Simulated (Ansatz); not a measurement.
# CH5AsSi: one structure at several levels

How do the functionals fare away from a minimum? The structure is a structure displaced at random from a GFN2-xTB minimum.

Computed with Ansatz 0.2.0, Gaussian basis. Level: single points in def2-TZVPP.

Cores are frozen in the correlated methods. Filled d shells of the heavier atoms are correlated.

## 1. The starting structure

SMILES `C=[SiH][AsH2]`, 8 atoms, charge 0, spin multiplicity 1.

Atoms are counted from 1 here; the program's logs count them from 0.

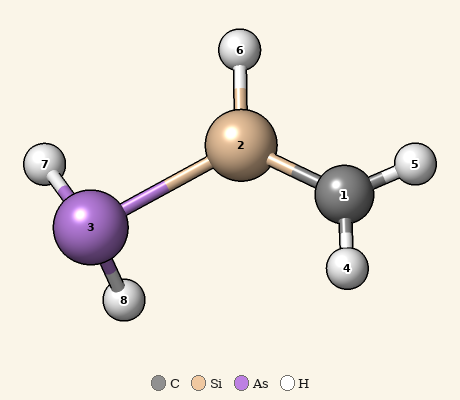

The starting geometry (carbon grey, silicon light orange, arsenic purple, hydrogen white); atoms are numbered from 1 in the order of the file.

Coordinates:

| atom | x (Å) | y (Å) | z (Å) |
| --- | --- | --- | --- |
| C1 | -1.0672 | 1.1258 | -0.7786 |
| Si2 | 0.2835 | 0.5207 | 0.1716 |
| As3 | 1.1223 | -1.6867 | -0.1633 |
| H4 | -1.6574 | 0.5013 | -1.5133 |
| H5 | -1.5271 | 2.0924 | -0.6873 |
| H6 | 1.0182 | 1.3449 | 1.1441 |
| H7 | 1.9313 | -1.6885 | 1.1713 |
| H8 | -0.0898 | -2.3024 | 0.6075 |

## 2. CCSD(T)/def2-TZVPP

The input, run/in.yaml:

```yaml
crystal:
  periodic: [false, false, false]
  atoms:
    - {symbol: C, position_ang: [-1.067200, 1.125800, -0.778600]}
    - {symbol: Si, position_ang: [0.283500, 0.520700, 0.171600]}
    - {symbol: As, position_ang: [1.122300, -1.686700, -0.163300]}
    - {symbol: H, position_ang: [-1.657400, 0.501300, -1.513300]}
    - {symbol: H, position_ang: [-1.527100, 2.092400, -0.687300]}
    - {symbol: H, position_ang: [1.018200, 1.344900, 1.144100]}
    - {symbol: H, position_ang: [1.931300, -1.688500, 1.171300]}
    - {symbol: H, position_ang: [-0.089800, -2.302400, 0.607500]}
basis:
  gaussian: {orbitals: def2-TZVPP}
correlation: {method: ccsd_t}
output: {forces: true}
```

The command line of these runs was not kept.

## 3. PBE0-D4/def2-TZVPP

run/in.yaml, as its differences from that of step 2:

```diff
@@ -13,3 +13,3 @@
   gaussian: {orbitals: def2-TZVPP}
-correlation: {method: ccsd_t}
-output: {forces: true}
+hamiltonian: {xc: pbe0, dispersion: d4}
+output: {forces: true, orbitals: {seedname: orbitals}}
```

## 4. wB97M-V/def2-TZVPP

run/in.yaml, as its differences from that of step 3:

```diff
@@ -13,3 +13,3 @@
   gaussian: {orbitals: def2-TZVPP}
-hamiltonian: {xc: pbe0, dispersion: d4}
-output: {forces: true, orbitals: {seedname: orbitals}}
+hamiltonian: {xc: {name: wB97M-V}}
+output: {forces: true}
```

## 5. r2SCAN-D4/def2-TZVPP

run/in.yaml, as its differences from that of step 4:

```diff
@@ -13,3 +13,3 @@
   gaussian: {orbitals: def2-TZVPP}
-hamiltonian: {xc: {name: wB97M-V}}
+hamiltonian: {xc: r2scan, dispersion: d4}
 output: {forces: true}
```

## 6. PBE-D4/def2-TZVPP

run/in.yaml, as its differences from that of step 5:

```diff
@@ -13,3 +13,3 @@
   gaussian: {orbitals: def2-TZVPP}
-hamiltonian: {xc: r2scan, dispersion: d4}
+hamiltonian: {xc: pbe, dispersion: d4}
 output: {forces: true}
```

## 7. B97M-V/def2-TZVPP

run/in.yaml, as its differences from that of step 6:

```diff
@@ -13,3 +13,3 @@
   gaussian: {orbitals: def2-TZVPP}
-hamiltonian: {xc: pbe, dispersion: d4}
+hamiltonian: {xc: {name: B97M-V}}
 output: {forces: true}
```

## 8. CAM-B3LYP-D4/def2-TZVPP

run/in.yaml, as its differences from that of step 7:

```diff
@@ -13,3 +13,3 @@
   gaussian: {orbitals: def2-TZVPP}
-hamiltonian: {xc: {name: B97M-V}}
+hamiltonian: {xc: {name: CAM-B3LYP}, dispersion: d4}
 output: {forces: true}
```

(Steps that only read results are left out.)

What does the calculation give? Wanted: energy less free atoms, CCSD(T)/def2-TZVPP; RMS force component; RMS force error; HOMO and LUMO, PBE0-D4; T1 diagnostic.

As calculated:

| quantity | value |
| --- | --- |
| energy less free atoms, CCSD(T)/def2-TZVPP | -24.159 eV |
| RMS force component | 0.539 to 0.697 eV/Å over the methods |
| RMS force error | PBE0-D4 0.163, wB97M-V 0.206, r2SCAN-D4 0.127, PBE-D4 0.187, B97M-V 0.158, CAM-B3LYP-D4 0.227 eV/Å |
| HOMO and LUMO, PBE0-D4 | -6.32 and -1.41 eV |
| T1 diagnostic | 0.014 |

In words: Against CCSD(T) the functionals' energies less atoms differ by -1.039 to -0.555 eV, PBE-D4 by -1.039 eV. The reference is not at the basis limit: in triple zeta CCSD(T) underbinds, which counts against methods that bind more; the gaps are no ranking. On forces the order runs from r2SCAN-D4 to CAM-B3LYP-D4. Frozen-core CCSD(T) forces in triple zeta carry basis errors of their own, and this is one geometry, so small gaps rank nothing. The restricted Hartree–Fock reference is unstable towards an unrestricted one at one or more of these structures.
